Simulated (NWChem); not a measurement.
## Run report: Si2NH6Cl, single-point calculation (part 1 of 2)

The run: single-point calculation of Si2NH6Cl. Method and program: HF/3-21G, RHF (NWChem 7.3.0).

A bond length was changed on purpose from its optimised value.

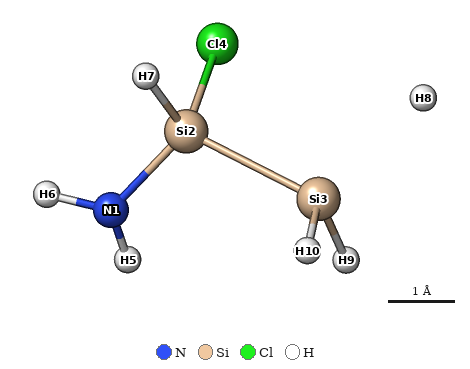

**Figure 1.** The input geometry (ball-and-stick view, seen at a tilt; atoms are numbered from 1 in the order of the input). Sticks are drawn by distance; a stretched bond gets none, so the picture shows separate pieces. Bond lengths as drawn: Cl–Si 2.08 Å, H–N 1.01 Å, H–Si 1.48 to 1.49 Å, N–Si 1.71 Å and Si–Si 2.34 Å.

**Results in brief**

- outcome: converged
- total energy: −1089.701625 hartree
- basis functions: 60
- SCF solution under orbital rotations: stable
- HOMO: −10.32 eV
- LUMO: 1.69 eV
- dipole moment: 3.74 D
- hardware: 1 thread of Intel Xeon (Sapphire Rapids), 16 GiB of memory available, shared host
- wall time: 3.3 s
- peak memory: 0.099 GiB

**Input**
```
start run
title "ClH6NSi2"
memory total 2200 mb

geometry noautosym nocenter noautoz
 N     -0.597501     2.366308    -0.352349
 Si    -0.185801     0.750308    -0.710449
 Si     0.580899    -0.304892     1.227851
 Cl    -1.766701    -0.409892    -1.414149
 H     -1.163901     2.583208     0.452151
 H     -0.754701     3.028208    -1.096249
 H      0.791999     0.785908    -1.823949
 H      0.872200    -2.482600     0.855100
 H     -0.433201    -0.127892     2.303751
 H      1.865799     0.293308     1.679651
end

basis spherical bse
 * library 3-21G
end

scf
 thresh 1e-08
 maxiter 80
end

task scf energy
```

Launch command:
```bash
nwchem run.nw > run.out
```

**What the program printed**
```
Northwest Computational Chemistry Package (NWChem) 7.3.0
             --------------------------------------------------------

           Job information
           ---------------

    nwchem branch   = 7.3.0
    use scalapack   = T
    input           = run.nw
    prefix          = run.
    data base       = ./run.db
    status          = startup
    nproc           =        1

           Memory information
           ------------------

    heap     =     72089600 doubles =      550.0 Mbytes
    stack    =     72089597 doubles =      550.0 Mbytes
    global   =    144179200 doubles =     1100.0 Mbytes (distinct from heap & stack)
    total    =    288358397 doubles =     2200.0 Mbytes
    verify   = yes
    hardfail = no

           Directory information
           ---------------------

  0 permanent = .
  0 scratch   = .

                                NWChem Input Module
                                -------------------

                                     ClH6NSi2
                                     --------

 Scaling coordinates for geometry "geometry" by  1.889725989
 (inverse scale =  0.529177249)

                             Geometry "geometry" -> ""
                             -------------------------

 Output coordinates in angstroms (scale by  1.889725989 to convert to a.u.)

  No.       Tag          Charge          X              Y              Z
 ---- ---------------- ---------- -------------- -------------- --------------
    1 N                    7.0000    -0.59750100     2.36630800    -0.35234900
    2 Si                  14.0000    -0.18580100     0.75030800    -0.71044900
    3 Si                  14.0000     0.58089900    -0.30489200     1.22785100
    4 Cl                  17.0000    -1.76670100    -0.40989200    -1.41414900
    5 H                    1.0000    -1.16390100     2.58320800     0.45215100
    6 H                    1.0000    -0.75470100     3.02820800    -1.09624900
    7 H                    1.0000     0.79199900     0.78590800    -1.82394900
    8 H                    1.0000     0.87220000    -2.48260000     0.85510000
    9 H                    1.0000    -0.43320100    -0.12789200     2.30375100
   10 H                    1.0000     1.86579900     0.29330800     1.67965100

      Atomic Mass
      -----------

      N                 14.003070
      Si                27.976930
      Cl                34.968850
      H                  1.007825

 Effective nuclear repulsion energy (a.u.)     271.8501401598

            Nuclear Dipole moment (a.u.)
            ----------------------------
        X                 Y               Z
 ---------------- ---------------- ----------------
   -51.9804225371    37.6281407367   -31.9229389244

            XYZ format geometry
            -------------------
    10
 geometry
 N                    -0.59750100     2.36630800    -0.35234900
 Si                   -0.18580100     0.75030800    -0.71044900
 Si                    0.58089900    -0.30489200     1.22785100
 Cl                   -1.76670100    -0.40989200    -1.41414900
 H                    -1.16390100     2.58320800     0.45215100
 H                    -0.75470100     3.02820800    -1.09624900
 H                     0.79199900     0.78590800    -1.82394900
 H                     0.87220000    -2.48260000     0.85510000
 H                    -0.43320100    -0.12789200     2.30375100
 H                     1.86579900     0.29330800     1.67965100

 ==============================================================================
                                internuclear distances
 ------------------------------------------------------------------------------
       center one      |      center two      | atomic units |  angstroms
 ------------------------------------------------------------------------------
    2 Si               |   1 N                |     3.22318  |     1.70563
    3 Si               |   2 Si               |     4.41496  |     2.33630
    4 Cl               |   2 Si               |     3.93703  |     2.08339
    5 H                |   1 N                |     1.90392  |     1.00751
    6 H                |   1 N                |     1.90498  |     1.00807
    7 H                |   2 Si               |     2.80116  |     1.48231
    9 H                |   3 Si               |     2.81391  |     1.48906
   10 H                |   3 Si               |     2.81114  |     1.48759
 ------------------------------------------------------------------------------
                         number of included internuclear distances:          8
 ==============================================================================

 ==============================================================================
                                 internuclear angles
 ------------------------------------------------------------------------------
        center 1       |       center 2       |       center 3       |  degrees
 ------------------------------------------------------------------------------
    2 Si               |   1 N                |   5 H                |   120.49
    2 Si               |   1 N                |   6 H                |   120.32
    5 H                |   1 N                |   6 H                |   111.11
    1 N                |   2 Si               |   3 Si               |   109.45
    1 N                |   2 Si               |   4 Cl               |   114.54
    1 N                |   2 Si               |   7 H                |   107.11
    3 Si               |   2 Si               |   4 Cl               |   106.12
    3 Si               |   2 Si               |   7 H                |   114.68
    4 Cl               |   2 Si               |   7 H                |   105.08
    2 Si               |   3 Si               |   9 H                |   108.80
    2 Si               |   3 Si               |  10 H                |   110.72
    9 H                |   3 Si               |  10 H                |   108.72
 ------------------------------------------------------------------------------
                            number of included internuclear angles:         12
 ==============================================================================

 Summary of "ao basis" -> "" (spherical)
 ------------------------------------------------------------------------------
       Tag                 Description            Shells   Functions and Types
 ---------------- ------------------------------  ------  ---------------------
 *                           3-21G                    on all atoms

                      Basis "ao basis" -> "ao basis" (spherical)
                      -----
  [basis functions not shown]

 Summary of "ao basis" -> "ao basis" (spherical)
 ------------------------------------------------------------------------------
       Tag                 Description            Shells   Functions and Types
 ---------------- ------------------------------  ------  ---------------------
 N                           3-21G                   5        9   3s2p
 Si                          3-21G                   7       13   4s3p
 Cl                          3-21G                   7       13   4s3p
 H                           3-21G                   2        2   2s

                                 NWChem SCF Module
                                 -----------------

                                     ClH6NSi2

  ao basis        = "ao basis"
  functions       =    60
  atoms           =    10
  closed shells   =    29
  open shells     =     0
  charge          =   0.00
  wavefunction    = RHF
  input vectors   = atomic
  output vectors  = ./run.movecs
  use symmetry    = F
  symmetry adapt  = F

 Summary of "ao basis" -> "ao basis" (spherical)
 ------------------------------------------------------------------------------
       Tag                 Description            Shells   Functions and Types
 ---------------- ------------------------------  ------  ---------------------
 N                           3-21G                   5        9   3s2p
 Si                          3-21G                   7       13   4s3p
 Cl                          3-21G                   7       13   4s3p
 H                           3-21G                   2        2   2s

 Forming initial guess at       0.0s

      Superposition of Atomic Density Guess
      -------------------------------------

 Sum of atomic energies:       -1088.94124413

      Non-variational initial energy
      ------------------------------

 Total energy =   -1090.141435
 1-e energy   =   -2048.830557
 2-e energy   =     686.838982
 HOMO         =      -0.284458
 LUMO         =      -0.013316

 Starting SCF solution at       0.1s

 ----------------------------------------------
         Quadratically convergent ROHF

 Convergence threshold     :          1.000E-08
 Maximum no. of iterations :           80
 Final Fock-matrix accuracy:          1.000E-10
 ----------------------------------------------

              iter       energy          gnorm     gmax       time
             ----- ------------------- --------- --------- --------
                 1    -1089.6548588737  7.43D-01  1.97D-01      0.3
                 2    -1089.6959408897  2.87D-01  8.74D-02      0.5
                 3    -1089.7015943957  1.43D-02  3.74D-03      0.9
                 4    -1089.7016254501  9.98D-05  2.34D-05      1.5
                 5    -1089.7016254514  2.86D-09  5.62D-10      2.8

       Final RHF  results
       ------------------

         Total SCF energy =  -1089.701625451432
      One-electron energy =  -2049.792336167723
      Two-electron energy =    688.240570556520
 Nuclear repulsion energy =    271.850140159770

        Time for solution =      2.7s

             Final eigenvalues
             -----------------

              1
    1 -104.0856
    2  -68.3701
    3  -68.3357
    4  -15.4911
    5  -10.4813
    6   -7.9445
    7   -7.9407
    8   -7.9406
    9   -6.1779
   10   -6.1447
   11   -4.2741
   12   -4.2731
   13   -4.2724
   14   -4.2406
   15   -4.2402
   16   -4.2385
   17   -1.1688
   18   -1.0944
   19   -0.7732
   20   -0.7026
   21   -0.6779
   22   -0.5791
   23   -0.5369
   24   -0.5025
   25   -0.4937
   26   -0.4536
   27   -0.4275
   28   -0.4147
   29   -0.3792
   30    0.0622
   31    0.1308
   32    0.1404
   33    0.1831
   34    0.2169
   35    0.2500
   36    0.2799
   37    0.3147
   38    0.3189
   39    0.4258

                       ROHF Final Molecular Orbital Analysis
                       -------------------------------------

 Vector   17  Occ=2.000000D+00  E=-1.168807D+00
              MO Center= -7.1D-01,  2.2D+00, -4.1D-01, r^2= 1.1D+00
   Bfn.  Coefficient  Atom+Function         Bfn.  Coefficient  Atom+Function
  ----- ------------  ---------------      ----- ------------  ---------------
     6      0.666940   1 N  s                 1     -0.214791   1 N  s
     2      0.188389   1 N  s

 Vector   18  Occ=2.000000D+00  E=-1.094446D+00
              MO Center= -1.6D+00, -1.6D-01, -1.3D+00, r^2= 1.3D+00
   Bfn.  Coefficient  Atom+Function         Bfn.  Coefficient  Atom+Function
  ----- ------------  ---------------      ----- ------------  ---------------
    41      0.535754   4 Cl s                45      0.522773   4 Cl s
    37     -0.441022   4 Cl s                 6     -0.155659   1 N  s

 Vector   19  Occ=2.000000D+00  E=-7.731501D-01
              MO Center=  4.9D-02,  5.7D-01,  1.7D-01, r^2= 3.8D+00
   Bfn.  Coefficient  Atom+Function         Bfn.  Coefficient  Atom+Function
  ----- ------------  ---------------      ----- ------------  ---------------
    15      0.276619   2 Si s                28      0.264195   3 Si s
    32      0.232660   3 Si s                19      0.218259   2 Si s
    11     -0.211963   2 Si s                24     -0.208516   3 Si s
    45     -0.173542   4 Cl s

 Vector   20  Occ=2.000000D+00  E=-7.025893D-01
              MO Center= -1.7D-01,  1.2D+00,  1.3D-01, r^2= 4.4D+00
   Bfn.  Coefficient  Atom+Function         Bfn.  Coefficient  Atom+Function
  ----- ------------  ---------------      ----- ------------  ---------------
    32      0.245380   3 Si s                 5      0.214845   1 N  pz
     9      0.208411   1 N  pz               28      0.194469   3 Si s
    15     -0.172216   2 Si s                49      0.172641   5 H  s
    19     -0.168369   2 Si s                24     -0.166593   3 Si s
```
